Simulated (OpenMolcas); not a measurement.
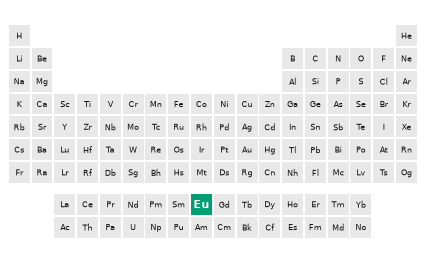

Figure 1. The place of europium in the periodic table.

Multiconfigurational calculation for Eu⁴⁺

System: Eu⁴⁺.
Method: state-averaged CASSCF, active space 5 electrons in the shell 4f, basis ANO-RCC-VQZP, X2C scalar Hamiltonian, spin-orbit coupling by RASSI with atomic mean-field integrals (OpenMolcas).

**Input**
```
&GATEWAY
Coord
1

Eu 0.0 0.0 0.0
Basis=ANO-RCC-VQZP
Group=XYZ
NoMove
AngMom=0.0 0.0 0.0
AMFI
RX2C
&SEWARD
&RASSCF
FileOrb=start.orb
Symmetry=2
Spin=6
nActEl=5 0 0
Inactive=15 12
Ras2=0 7
CIRoot=24 24 1
SDav=21
CIMx=300
Iter=92 100
PrWF=0.3
OrbListing=Nothing
MaxOrb=0
Atom
>>> COPY $Project.JobIph JOB001
```

The file start.orb holds starting orbitals from an earlier step.

Launched with:
```bash
OMP_NUM_THREADS=1 MOLCAS_MEM=2252 MOLCAS_PROJECT=a pymolcas a.inp > a.log  # once for each step of the input, in one work folder
```

**The program's output (extracts)**
```
--- SEWARD ---
Basis set label: EU.ANO-RCC...9S8P6D4F3G2H.

      Electronic valence basis set:
      ------------------
      Associated Effective Charge  63.000000 au
      Associated Actual Charge     63.000000 au
      Nuclear Model: Point charge

      Shell  nPrim  nBasis  Cartesian Spherical Contaminant
         s      25       9        X
         p      22       8        X
         d      15       6                 X
         f      11       4                 X
         g       4       3                 X
         h       2       2                 X
RX2C
                  Relativistic X2C integrals
                  Atomic mean-field integrals
--- RASSCF ---
Wave function specifications:
      -----------------------------

      Number of closed shell electrons          54
      Number of electrons in active shells       5
      Max number of holes in RAS1 space          0
      Max nr of electrons in RAS3 space          0
      Number of inactive orbitals               27
      Number of active orbitals                  7
      Number of secondary orbitals             106
      Spin quantum number                      2.5
      State symmetry                             2
Orbital specifications:
      -----------------------

      Symmetry species                           1   2
                                                ag  au
      Frozen orbitals                            0   0
      Inactive orbitals                         15  12
      Active orbitals                            0   7
      RAS1 orbitals                              0   0
      RAS2 orbitals                              0   7
      RAS3 orbitals                              0   0
      Secondary orbitals                        51  55
      Deleted orbitals                           0   0
      Number of basis functions                 66  74
      Number of CSFs                            21
      Number of root(s) required                24
 ************ ERROR ***********
  You can't ask for more roots
  than there are configurations
 ******************************
--- Stop Module: rasscf at  /rc=_RC_INPUT_ERROR_ ---
.####################.
.# User input error #.
.####################.
```

**Outcome**

- outcome: refused by the program
- hardware: 1 thread of Intel Xeon (Emerald Rapids), 192 GiB of memory available, shared host

**What went wrong**

This input holds a deliberate fault: too many roots. The program refused the input: “You can't ask for more roots”. Caveats: RASSCF multiplicity 6: _RC_INPUT_ERROR_.
